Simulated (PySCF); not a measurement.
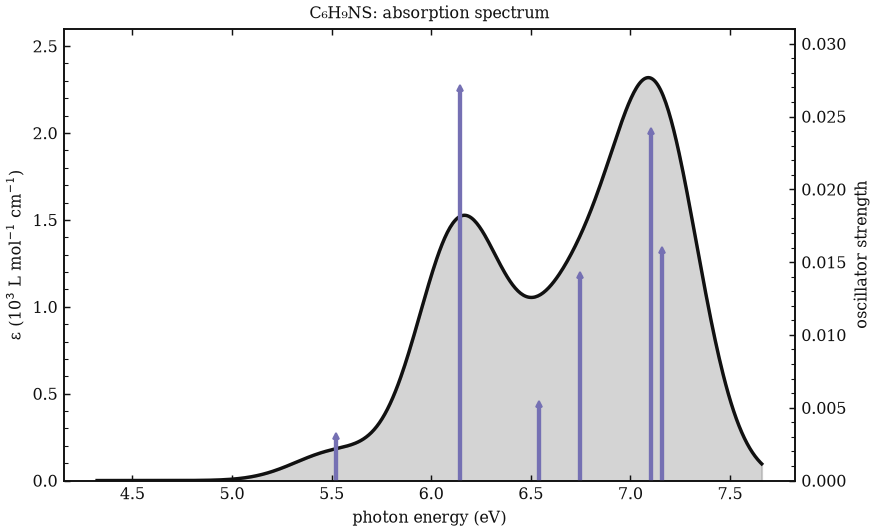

Computed absorption of C₆H₉NS, SMILES C[C@@H](S)[C@@H]1C[C@@H]1C#N. Vertical TDDFT excitations, PBE0/def2-SVPD in PySCF, at a GFN2-xTB geometry (no frequency check), gas phase. The lowest 6 singlet states are shown; each is broadened by a Gaussian of 1/e half-width 0.30 eV. Sticks give oscillator strengths (right axis).

Q: Does any vertical transition fall in the visible?

A: No singlet lies below 3.1 eV (beyond 400 nm), so at this level no vertical transition falls in the visible.

Q: Where is the lowest singlet, and is it bright?

A: S1 lies at 5.52 eV (224 nm) with f = 0.003, mainly HOMO → LUMO (74 %); it is dark or nearly so.

Q: List the transitions behind the spectrum.

A:
```
state  E (eV)  λ (nm)      f        main character
   S1    5.52     224  0.003    HOMO → LUMO (74 %)
   S2    6.15     202  0.027  HOMO → LUMO+1 (74 %)
   S3    6.54     189  0.005  HOMO → LUMO+2 (56 %)
   S4    6.75     184  0.014  HOMO → LUMO+3 (67 %)
   S5    7.11     174  0.024  HOMO → LUMO+5 (68 %)
   S6    7.16     173  0.016  HOMO → LUMO+4 (50 %)
```

Caveats: states above the negative HOMO energy depend on the basis; the tight-binding geometry is rougher than a DFT one and adds to the error; one conformer of a flexible molecule; core orbitals are frozen in the response.
